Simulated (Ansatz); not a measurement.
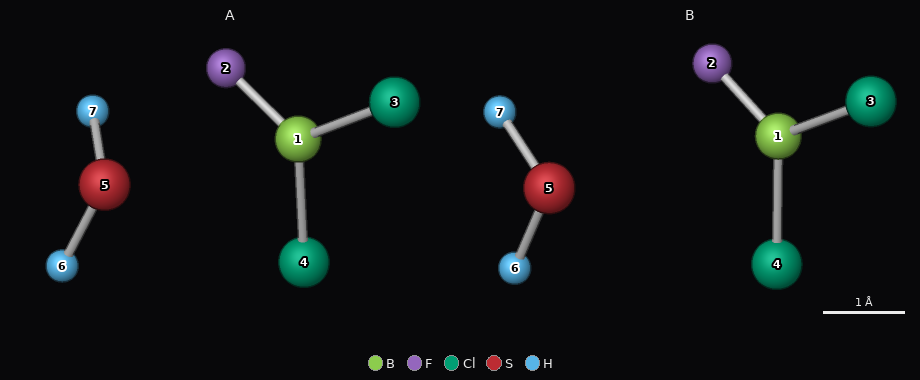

Two geometries of BH₂SCl₂F, drawn at one scale. One is the start of a relaxation, the other its converged end. The picture is a ball-and-stick view, seen from a free direction.

Level of theory: RHF/def2-SVP in Ansatz 0.2.0. Settings: no spin polarisation; force threshold 0.03 eV/Å; at most 50 steps.

Which one is relaxed?

Answer. Structure B is the relaxed one. The run prepares an end point of a later path (reaction) calculation, from a guessed geometry. After 13 accepted moves (15 points after the start) the energy has fallen by 0.174 eV. Largest force component: 1 eV/Å at the start, 0.02 eV/Å at the end. The line search rejected the trial steps at points 5, 9 of the run. The forces were under the threshold at step 12, but the run went on from there. The atom that moves furthest after the best rigid fit is H7 (0.76 Å). Largest moves by element: H 0.76 Å, F 0.39 Å, B 0.29 Å, Cl 0.22 Å, S 0.21 Å. Among the contacts that change: S5–H7 1.369 → 1.335 Å, B1–F2 1.312 → 1.300 Å. The run took 44 s on 1 thread of Arm Neoverse V1 (shared host), peak memory 0.18 GiB.

Limits of the set-up: Hartree-Fock leaves out electron correlation.
